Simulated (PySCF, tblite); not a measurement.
# C₈H₁₆Si: geometry, infrared bands, NMR shifts and electronic excitations

Wanted: the infrared bands, NMR shifts and electronic excitations of C₈H₁₆Si (`C1CCC(C2C[SiH2]C2)C1`), by calculation.

Programs: tblite 0.8.0 and PySCF 2.14.0, with density-fitted response routines of our own. Each step states its level of theory. These are calculated values for one molecule in the gas phase, unless marked as measured. Atoms are numbered from 0 throughout.

## Step 1: Starting geometry

25 atoms, charge 0, multiplicity 1; geometry from: force field or distance geometry start.

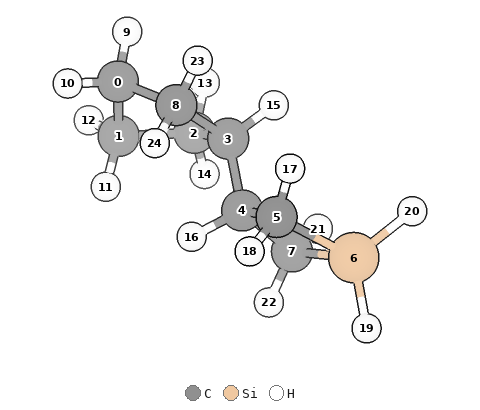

As it starts; carbon grey, silicon light orange, hydrogen white, atoms numbered; sticks join atoms by distance.

## Step 2: Optimising the geometry with GFN2-xTB

The job: settings as JSON, then the geometry in Å.

```
{"job": {"kind": "relax", "xc": "GFN2-xTB", "basis": "xTB"}, "charge": 0, "multiplicity": 1}
C     -2.413900     0.009800     1.243700
C     -2.387300    -0.193700    -0.282700
C     -1.349600     0.872900    -0.617800
C     -0.228500     0.583400     0.316700
C      0.787600    -0.404800    -0.195500
C      1.935500    -0.710800     0.756500
Si     3.206200    -0.021300    -0.418900
C      1.601200    -0.008000    -1.385900
C     -0.947200    -0.007300     1.548400
H     -2.893100     1.001100     1.422000
H     -2.982200    -0.829100     1.703200
H     -1.999600    -1.188000    -0.554300
H     -3.348000     0.065400    -0.749600
H     -1.801200     1.867100    -0.412900
H     -1.120200     0.764100    -1.675100
H      0.211000     1.547100     0.647200
H      0.252400    -1.380600    -0.352800
H      1.935200    -0.140300     1.699000
H      2.086700    -1.793400     0.945000
H      4.146500    -0.956600    -1.007100
H      3.705000     1.299700    -0.017900
H      1.472400     0.979500    -1.834000
H      1.582900    -0.847900    -2.127600
H     -0.783500     0.594100     2.446000
H     -0.679200    -1.078300     1.692100
```

The run is started by

```
OMP_NUM_THREADS=1 python probes_run.py task.json out
```

The driver reads the jobs from task.json and runs them one after another.

What it wrote:

```text
step      E/eV     max force
  0    -734.21887    2.087
  1    -734.49993    0.873
  2    -734.61257    0.746
  3    -734.75056    0.607
  4    -734.81035    0.508
  5    -734.85637    0.401
  6    -734.87523    0.209
  7    -734.88612    0.225
  8    -734.89553    0.211
  9    -734.90595    0.253
 10    -734.91538    0.197
 11    -734.92345    0.191
 12    -734.93025    0.190
 13    -734.93601    0.174
 14    -734.94038    0.130
 15    -734.94354    0.128
 16    -734.94619    0.096
 17    -734.94890    0.118
 18    -734.95167    0.116
 19    -734.95429    0.130
 20    -734.95667    0.102
 21    -734.95883    0.106
 22    -734.96076    0.090
 23    -734.96250    0.114
 24    -734.96408    0.108
 25    -734.96542    0.076
 26    -734.96639    0.080
 27    -734.96705    0.061
 28    -734.96754    0.047
 29    -734.96796    0.040
 30    -734.96830    0.037
 31    -734.96858    0.035
 32    -734.96886    0.035
 33    -734.96917    0.042
 34    -734.96950    0.043
 35    -734.96979    0.033
 36    -734.97007    0.035
 37    -734.97038    0.043
 38    -734.97070    0.042
 39    -734.97096    0.036
 40    -734.97113    0.028
 41    -734.97128    0.027
 42    -734.97146    0.031
 43    -734.97164    0.028
 44    -734.97179    0.025
 45    -734.97193    0.024
 46    -734.97209    0.031
 47    -734.97230    0.035
 48    -734.97253    0.030
 49    -734.97275    0.031
 50    -734.97298    0.029
 51    -734.97326    0.038
 52    -734.97357    0.039
 53    -734.97386    0.036
 54    -734.97414    0.040
 55    -734.97447    0.042
 56    -734.97492    0.060
 57    -734.97540    0.053
 58    -734.97581    0.040
 59    -734.97615    0.041
 60    -734.97650    0.050
 61    -734.97697    0.067
 62    -734.97748    0.060
 63    -734.97792    0.039
 64    -734.97828    0.042
 65    -734.97867    0.045
 66    -734.97910    0.056
 67    -734.97954    0.045
 68    -734.97990    0.034
 69    -734.98018    0.033
 70    -734.98042    0.032
 71    -734.98062    0.033
 72    -734.98078    0.024
 73    -734.98092    0.029
 74    -734.98105    0.026
 75    -734.98115    0.019
 76    -734.98123    0.020
 77    -734.98131    0.020
 78    -734.98142    0.024
 79    -734.98157    0.025
 80    -734.98171    0.018
 81    -734.98180    0.020
 82    -734.98187    0.020
 83    -734.98196    0.019
 84    -734.98206    0.021
 85    -734.98216    0.022
 86    -734.98228    0.024
 87    -734.98243    0.026
 88    -734.98261    0.023
 89    -734.98280    0.028
 90    -734.98300    0.031
 91    -734.98326    0.037
 92    -734.98359    0.041
 93    -734.98393    0.036
 94    -734.98418    0.030
 95    -734.98433    0.029
 96    -734.98443    0.028
 97    -734.98453    0.022
 98    -734.98464    0.020
 99    -734.98473    0.018
100    -734.98479    0.020
101    -734.98488    0.022
102    -734.98497    0.022
103    -734.98506    0.019
104    -734.98516    0.018
105    -734.98527    0.022
106    -734.98540    0.027
107    -734.98555    0.032
108    -734.98573    0.032
109    -734.98593    0.029
110    -734.98614    0.028
111    -734.98638    0.026
112    -734.98663    0.032
113    -734.98689    0.029
114    -734.98714    0.029
115    -734.98736    0.029
116    -734.98750    0.025
117    -734.98759    0.033
118    -734.98771    0.022
119    -734.98793    0.024
120    -734.98815    0.025
121    -734.98836    0.019
122    -734.98844    0.019
123    -734.98849    0.018
124    -734.98855    0.015
125    -734.98859    0.013
126    -734.98865    0.013
127    -734.98870    0.016
128    -734.98875    0.016
129    -734.98880    0.015
130    -734.98885    0.012
131    -734.98888    0.010
132    -734.98891    0.010
133    -734.98892    0.009
```

Wall time 1 s (1 thread of Arm Neoverse V2, shared host); peak memory 0.18 GiB.

Along the way: (not every step is listed)

```tsv
step	energy from step 0 (eV)	largest force (eV/Å)
0	0.0000	2.0867
1	-0.2811	0.8726
2	-0.3937	0.7463
3	-0.5317	0.6074
4	-0.5915	0.5082
5	-0.6375	0.4006
6	-0.6564	0.2094
7	-0.6672	0.2250
8	-0.6767	0.2109
20	-0.7378	0.1025
32	-0.7500	0.0350
44	-0.7529	0.0252
56	-0.7560	0.0598
68	-0.7610	0.0344
80	-0.7628	0.0176
92	-0.7647	0.0410
104	-0.7663	0.0181
116	-0.7686	0.0253
128	-0.7699	0.0159
129	-0.7699	0.0146
130	-0.7700	0.0124
131	-0.7700	0.0105
132	-0.7700	0.0105
133	-0.7700	0.0095
```

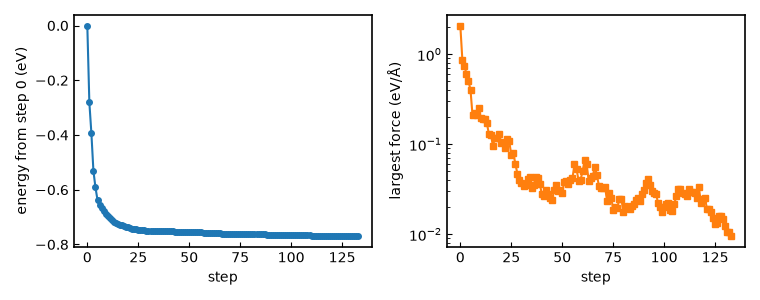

Energy and force, step by step.

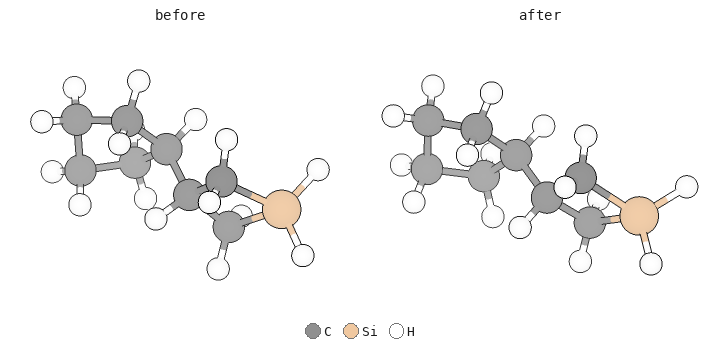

The geometry before (left) and after (right).

Distances of close pairs at the start and the end, largest changes first:

```tsv
bond	before (Å)	after (Å)	change (Å)
C2–C3	1.488	1.546	+0.058
C4–C7	1.495	1.547	+0.052
C5–Si6	1.863	1.908	+0.045
Si6–C7	1.874	1.909	+0.035
C7–H22	1.121	1.088	-0.033
C4–H16	1.124	1.093	-0.031
C0–C8	1.498	1.526	+0.028
C4–C5	1.522	1.547	+0.025
```

The final coordinates are the input of the step that follows.

## Step 3: Infrared spectrum with GFN2-xTB

The job: settings as JSON, then the geometry in Å.

```
{"job": {"kind": "ir", "xc": "GFN2-xTB", "basis": "xTB"}, "charge": 0, "multiplicity": 1}
C     -2.483790     0.031997     1.278740
C     -2.611437    -0.137069    -0.230902
C     -1.390311     0.607884    -0.771616
C     -0.291111     0.452950     0.303879
C      0.889019    -0.378237    -0.184068
C      2.023931    -0.536057     0.855667
Si     3.342126    -0.095253    -0.451723
C      1.691349     0.266763    -1.339358
C     -0.992772    -0.190709     1.516443
H     -2.762383     1.048336     1.563603
H     -3.105418    -0.666205     1.838162
H     -2.550817    -1.196270    -0.487439
H     -3.547547     0.257169    -0.624950
H     -1.633582     1.662534    -0.909352
H     -1.067773     0.212495    -1.733961
H      0.086968     1.441923     0.583182
H      0.524956    -1.362292    -0.490935
H      1.936538     0.198800     1.654032
H      2.061854    -1.516591     1.324298
H      4.106384    -1.223994    -0.984590
H      4.221034     1.039981    -0.169832
H      1.464163     1.326830    -1.439662
H      1.516540    -0.193619    -2.309276
H     -0.655725     0.234667     2.460857
H     -0.783131    -1.261889     1.536631
```

What it wrote:

```text
mode    cm-1     km/mol
  1      23.4      0.00
  2      50.6      0.04
  3      80.7      0.05
  4     153.2      0.12
  5     254.2      0.05
  6     291.4      1.98
  7     342.9      3.02
  8     419.5      0.02
  9     437.2     30.45
 10     452.5      0.41
 11     544.4     10.97
 12     563.5     11.81
 13     615.2    153.00
 14     629.8      2.46
 15     695.3     17.89
 16     730.6    111.56
 17     756.0     34.49
 18     777.3    253.88
 19     824.7     72.05
 20     834.4     37.36
 21     872.1     10.11
 22     879.2      4.14
 23     952.7      2.40
 24     965.4      0.46
 25     982.1      1.22
 26     998.6      3.07
 27    1023.4      0.10
 28    1051.3      2.54
 29    1078.6      4.69
 30    1081.3      1.83
 31    1087.8      3.26
 32    1110.1      0.79
 33    1138.5      0.34
 34    1167.8      0.22
 35    1187.7      0.08
 36    1197.1     10.54
 37    1212.8      2.21
 38    1222.8      1.73
 39    1234.6      0.28
 40    1270.0      3.78
 41    1276.4      4.44
 42    1292.6      0.31
 43    1304.8      0.73
 44    1321.2      0.70
 45    1322.1      0.98
 46    1324.8      0.45
 47    1359.2      0.37
 48    1475.4      1.98
 49    1480.0      0.16
 50    1489.0      0.01
 51    1489.7      0.01
 52    1497.5      0.33
 53    1508.3      0.08
 54    2252.2    515.53
 55    2259.9    210.92
 56    2925.1     22.32
 57    2943.0     32.78
 58    2968.1      0.34
 59    2972.7      4.61
 60    2979.0      1.33
 61    2990.6    116.05
 62    2993.9     13.89
 63    2997.9     37.24
 64    3000.3    114.73
 65    3002.8    100.42
 66    3006.3     42.23
 67    3007.5     27.69
 68    3010.7    107.42
 69    3013.4     28.85
```

Run time: 1.1 s. Hardware: 1 thread of Arm Neoverse V2, shared host; peak memory 0.18 GiB.

The strongest bands and the atoms that carry them (share of the mass-weighted mode):

```tsv
cm⁻¹	km/mol	atoms
615	153.0	H20 45 %, H19 38 %
731	111.6	Si6 31 %, C7 26 %, C5 24 %
777	253.9	H20 40 %, H19 34 %
2252	515.5	H19 55 %, H20 41 %
2260	210.9	H20 56 %, H19 42 %
2991	116.0	H11 31 %, H9 26 %, H13 18 %, H24 12 %
3000	114.7	H12 35 %, H10 28 %, H17 10 %
3011	107.4	H14 39 %, H22 25 %, H21 12 %
```

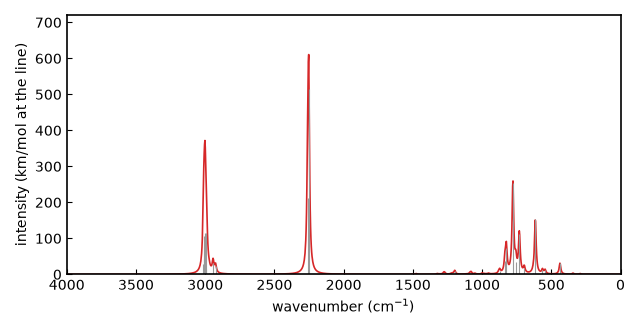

The infrared spectrum from these modes, unscaled. Lines are broadened to a width of 14 cm⁻¹ (Lorentzian).

## Step 4: Relaxing the molecule at PBE0-D3(BJ)/def2-SVP

The job: settings as JSON, then the geometry in Å.

```
{"job": {"xc": "PBE0", "basis": "def2-SVP", "d3": "d3bj", "grid": 1, "shake": 0.01, "kind": "geom"}, "charge": 0, "multiplicity": 1}
C     -2.463380     0.006440     1.282920
C     -2.617110    -0.141600    -0.233060
C     -1.410510     0.605560    -0.780270
C     -0.257880     0.455210     0.300350
C      0.886210    -0.384920    -0.194620
C      2.020020    -0.531240     0.853280
Si     3.351700    -0.097250    -0.451480
C      1.706810     0.272210    -1.344410
C     -0.994600    -0.185300     1.535790
H     -2.765080     1.045900     1.573630
H     -3.114280    -0.669120     1.846990
H     -2.545010    -1.195350    -0.480740
H     -3.575830     0.267380    -0.634550
H     -1.650270     1.665300    -0.902350
H     -1.072220     0.201730    -1.733700
H      0.086440     1.455980     0.590660
H      0.526890    -1.351180    -0.492990
H      1.927280     0.204640     1.659860
H      2.059710    -1.524420     1.326590
H      4.081450    -1.217090    -0.979680
H      4.204650     1.040590    -0.179470
H      1.471740     1.306490    -1.448810
H      1.523640    -0.182050    -2.330860
H     -0.660710     0.237950     2.454760
H     -0.767220    -1.273800     1.540180
```

What it wrote:

```text
step   0  E = -603.15759483  max force = 0.040429
step   1  E = -603.16791778  max force = 0.005192
step   2  E = -603.16830376  max force = 0.001291
step   3  E = -603.16844438  max force = 0.001594
step   4  E = -603.16861236  max force = 0.003178
step   5  E = -603.16885249  max force = 0.004064
step   6  E = -603.16904570  max force = 0.003171
step   7  E = -603.16917809  max force = 0.001087
step   8  E = -603.16929273  max force = 0.001262
step   9  E = -603.16934623  max force = 0.001468
step  10  E = -603.16939086  max force = 0.000803
step  11  E = -603.16940388  max force = 0.000339
optimisation converged
```

Wall time 4.6 min (1 thread of Arm Neoverse V2, shared host); peak memory 1.2 GiB.

Along the way:

```tsv
step	energy from step 0 (eV)	largest force component (eV/Å)
0	0.0000	2.0789
1	-0.2809	0.2670
2	-0.2914	0.0664
3	-0.2952	0.0820
4	-0.2998	0.1634
5	-0.3063	0.2090
6	-0.3116	0.1631
7	-0.3152	0.0559
8	-0.3183	0.0649
9	-0.3198	0.0755
10	-0.3210	0.0413
11	-0.3213	0.0174
```

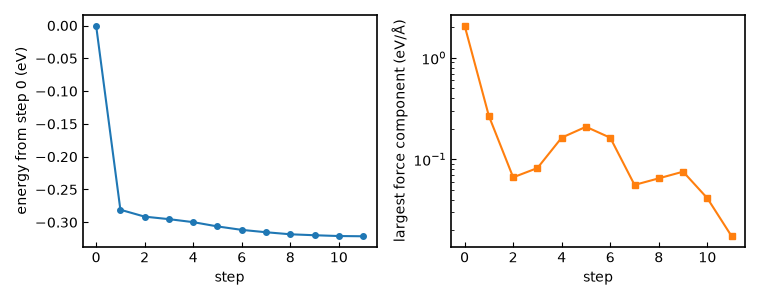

Energy and largest force along the relaxation.

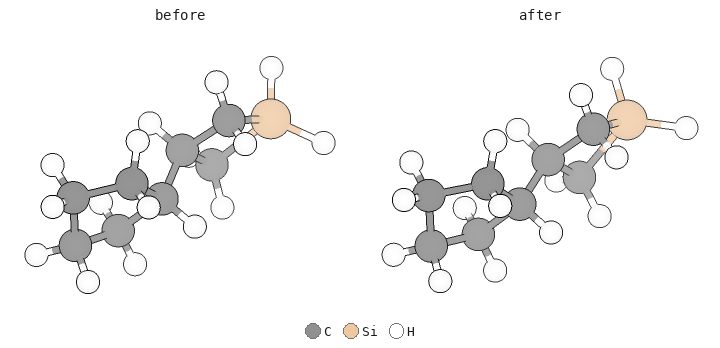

The geometry before (left) and after (right).

Close pairs (by a distance rule), those that changed most:

```tsv
bond	before (Å)	after (Å)	change (Å)
Si6–H19	1.437	1.496	+0.059
Si6–H20	1.448	1.497	+0.049
C7–H21	1.066	1.104	+0.038
C2–C3	1.587	1.551	-0.036
C8–H23	1.065	1.100	+0.035
C4–H16	1.073	1.107	+0.034
C3–C8	1.575	1.545	-0.030
C0–C8	1.503	1.526	+0.024
```

The next job starts from the end point, and lists it.

```tsv
at the end point	value
point group (found at 0.08 Å tolerance)	C1
rotational constants (GHz, main isotopes)	3.599, 0.711, 0.634
dipole moment (D)	0.63
```

## Step 5: Shielding tensors: PBE0/pcSseg-1

The job: settings as JSON, then the geometry in Å.

```
{"job": {"kind": "nmr", "xc": "PBE0", "basis": "pcSseg-1"}, "charge": 0, "multiplicity": 1}
C     -2.276017    -0.206739     1.335094
C     -2.360878    -0.461065    -0.166334
C     -1.218587     0.385389    -0.734597
C     -0.121907     0.404258     0.362112
C      1.170848    -0.283544    -0.057745
C      2.292228    -0.333988     1.019911
Si     3.529120    -0.278560    -0.410956
C      1.952004     0.365609    -1.236811
C     -0.773129    -0.255859     1.597570
H     -2.669585     0.798760     1.566030
H     -2.848794    -0.926939     1.939523
H     -2.176274    -1.530810    -0.365941
H     -3.341164    -0.217142    -0.603710
H     -1.574120     1.408797    -0.932756
H     -0.839631    -0.002911    -1.692515
H      0.135563     1.451394     0.601788
H      0.925151    -1.324444    -0.343346
H      2.319392     0.614739     1.583757
H      2.252193    -1.163699     1.738787
H      3.952458    -1.629638    -0.894650
H      4.740620     0.595911    -0.320721
H      1.903340     1.466025    -1.167244
H      1.654751     0.069245    -2.252173
H     -0.476384     0.222607     2.542511
H     -0.449828    -1.309823     1.661567
```

Method: GIAO PBE0/pcSseg-1 NMR shielding, non-relativistic, gas phase.

What it wrote:

```text
coarse grid: 20232 points
cycle   1  E = -603.2764506360  dE =  8.986e-01  |g| = 5.030e-01  |ddm| = 4.367e+00
cycle   2  E = -603.2364263698  dE =  4.002e-02  |g| = 6.391e-01  |ddm| = 1.165e+00
cycle   3  E = -603.3471016952  dE = -1.107e-01  |g| = 4.880e-02  |ddm| = 7.444e-01
cycle   4  E = -603.3475479651  dE = -4.463e-04  |g| = 2.582e-02  |ddm| = 9.021e-02
cycle   5  E = -603.3477014118  dE = -1.534e-04  |g| = 7.015e-03  |ddm| = 3.135e-02
cycle   6  E = -603.3477128054  dE = -1.139e-05  |g| = 4.913e-04  |ddm| = 6.641e-03
cycle   7  E = -603.3477128535  dE = -4.806e-08  |g| = 2.692e-04  |ddm| = 8.340e-04
final grid: 187544 points
cycle   8  E = -603.4045508129  dE = -6.227e-05  |g| = 9.539e-03  |ddm| = 4.391e-02
cycle   9  E = -603.4045335592  dE =  1.725e-05  |g| = 1.251e-02  |ddm| = 2.233e-02
cycle  10  E = -603.4045752415  dE = -4.168e-05  |g| = 6.335e-04  |ddm| = 1.353e-02
cycle  11  E = -603.4045753208  dE = -7.930e-08  |g| = 2.969e-04  |ddm| = 1.180e-03
cycle  12  E = -603.4045753419  dE = -2.105e-08  |g| = 5.664e-05  |ddm| = 3.164e-04
cycle  13  E = -603.4045753426  dE = -7.115e-10  |g| = 9.905e-06  |ddm| = 6.741e-05
converged SCF energy = -603.4045753426

GIAO shielding tensors (ppm)
atom      isotropic    diamagn.    paramagn.     s11        s22        s33       span
  0 C      153.293     249.776     -96.483    129.874    162.767    167.237     37.362
  1 C      155.246     248.491     -93.245    132.356    162.301    171.080     38.725
  2 C      153.298     247.392     -94.094    129.928    157.332    172.633     42.705
  3 C      132.442     246.374    -113.932    109.337    128.436    159.553     50.216
  4 C      139.031     249.595    -110.564    117.845    140.214    159.035     41.190
  5 C      168.380     251.173     -82.793    150.202    161.520    193.418     43.216
  6 Si     391.757     879.613    -487.857    361.795    388.894    424.581     62.786
  7 C      167.058     249.848     -82.790    147.669    159.627    193.879     46.209
  8 C      149.552     247.963     -98.411    128.958    151.747    167.951     38.993
  9 H       30.026      30.465      -0.439     25.629     27.346     37.102     11.473
 10 H       29.626      29.086       0.540     24.794     26.620     37.463     12.669
 11 H       30.000      31.110      -1.110     25.747     27.870     36.382     10.635
 12 H       29.701      29.246       0.454     24.734     26.816     37.552     12.818
 13 H       29.770      31.984      -2.214     24.369     28.360     36.581     12.212
 14 H       29.928      32.654      -2.726     24.459     30.626     34.701     10.241
 15 H       29.698      34.558      -4.860     27.071     28.692     33.330      6.260
 16 H       29.469      34.873      -5.403     26.650     30.590     31.168      4.518
 17 H       30.566      31.498      -0.932     27.277     29.507     34.915      7.638
 18 H       30.104      30.400      -0.296     25.606     28.071     36.634     11.028
 19 H       26.676      28.608      -1.932     24.059     24.459     31.511      7.452
 20 H       26.543      27.865      -1.322     23.414     23.469     32.746      9.332
 21 H       30.481      31.432      -0.951     27.374     29.186     34.883      7.509
 22 H       29.995      30.457      -0.462     25.520     27.825     36.641     11.121
 23 H       29.422      31.510      -2.088     24.248     28.936     35.082     10.834
 24 H       30.446      32.648      -2.202     24.908     31.317     35.114     10.206
```

Wall time 46 s (1 thread of Arm Neoverse V2, shared host); peak memory 1.2 GiB.

Shifts follow as δ = σ(reference) − σ, with reference shieldings (ppm) from runs at the same level and on the same kind of geometry: 1H TMS 31.27, 13C TMS 184.4, 29Si TMS 352.0. The references are single molecules in the gas phase. Atoms listed in one row are averaged.

```tsv
atoms	environment	σ (ppm)	δ (ppm)	δ scaled to CDCl3
C3	sp3 CH in a ring	132.4	52.0	50.0
C4	sp3 CH in a ring	139.0	45.4	43.6
C2, C8	sp3 CH2 in a ring	151.4	33.0	31.5
C0, C1	sp3 CH2 in a ring	154.3	30.1	28.8
C5, C7	sp3 CH2 bonded to Si	167.7	16.7	15.7
H20	hydrogen on a silicon bonded to 2 C, in a 4-membered ring	26.54	4.72	–
H19	hydrogen on a silicon bonded to 2 C, in a 4-membered ring	26.68	4.59	–
H16	hydrogen on an sp3 CH in a ring	29.47	1.80	1.92
H13, H23	hydrogen on an sp3 CH2 in a ring	29.60	1.67	1.80
H15	hydrogen on an sp3 CH in a ring	29.70	1.57	1.70
H10, H11	hydrogen on an sp3 CH2 in a ring	29.81	1.45	1.59
H9, H12	hydrogen on an sp3 CH2 in a ring	29.86	1.40	1.55
H18, H22	hydrogen on an sp3 CH2 bonded to Si	30.05	1.22	1.37
H14, H24	hydrogen on an sp3 CH2 in a ring	30.19	1.08	1.24
H17, H21	hydrogen on an sp3 CH2 bonded to Si	30.52	0.74	0.92
Si6	silicon bonded to 2 C, 2 H, in a 4-membered ring	391.8	-39.8	–
```

The scaled column applies a straight-line fit of computed shieldings to shifts measured in CDCl3 (root-mean-square error 0.21 ppm for H, 2.0 ppm for C).

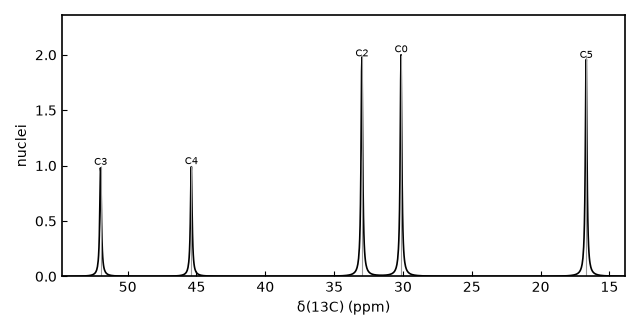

13C lines at the computed shifts, without couplings. Lines are broadened to a width of 0.14 ppm (Lorentzian).

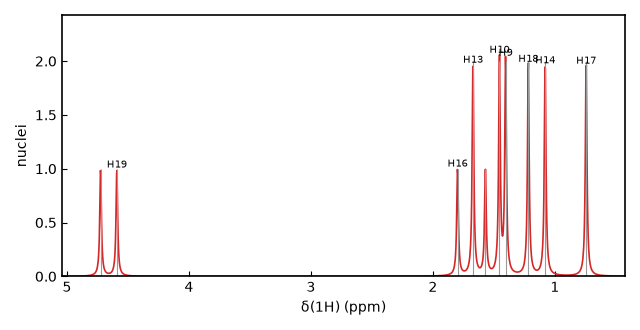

1H lines at the computed shifts, without couplings. Lines are broadened to a width of 0.02 ppm (Lorentzian).

Charges from the same density, by scheme (e):

```tsv
atoms	Mulliken	IAO	Hirshfeld	ESP fit
C0, C1	-0.22	-0.25	-0.07	-0.07
C2, C8	-0.16	-0.26	-0.07	-0.12
C3	-0.25	-0.11	-0.02	0.09
C4	-0.32	-0.09	-0.02	0.33
C5, C7	-0.42	-0.54	-0.16	-0.61
Si6	0.62	0.74	0.33	0.57
```

ESP fit charges:

C0 -0.17; C1 0.03; C2 -0.25; C3 0.09; C4 0.33; C5 -0.58; Si6 0.57; C7 -0.63; C8 0.00; H9 0.06; H10 0.04; H11 0.01; H12 0.02; H13 0.07; H14 0.05; H15 0.01; H16 0.02; H17 0.14; H18 0.13; H19 -0.14; H20 -0.13; H21 0.15; H22 0.16; H23 0.00; H24 0.01

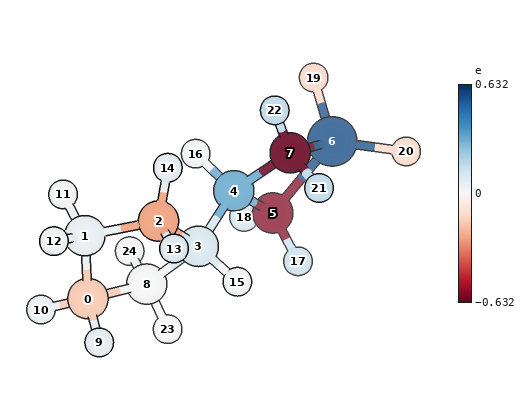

ESP fit charges, as colours on the atoms.

Mayer bond orders: C0–C1 1.03, C1–C2 1.03, C2–C3 1.01, C3–C4 0.95, C4–C5 0.97, C5–Si6 0.93, Si6–C7 0.93, C3–C8 1.00, C8–C0 1.04, C7–C4 0.97.

Ring of atoms C0, C1, C2, C3, C8: NICS(0) -5.3, NICS(1) -4.0, NICS(1)zz -3.2 ppm (means of both faces). The ring holds saturated atoms, so no π current runs round it: these values come from its σ bonds, any local π bonds and neighbouring rings, and say nothing of aromaticity.

Ring of atoms C4, C5, Si6, C7: NICS(0) -3.4, NICS(1) -2.5, NICS(1)zz 3.8 ppm (means of both faces). The ring holds saturated atoms, so no π current runs round it: these values come from its σ bonds, any local π bonds and neighbouring rings, and say nothing of aromaticity.

[end of part 1 of 2]
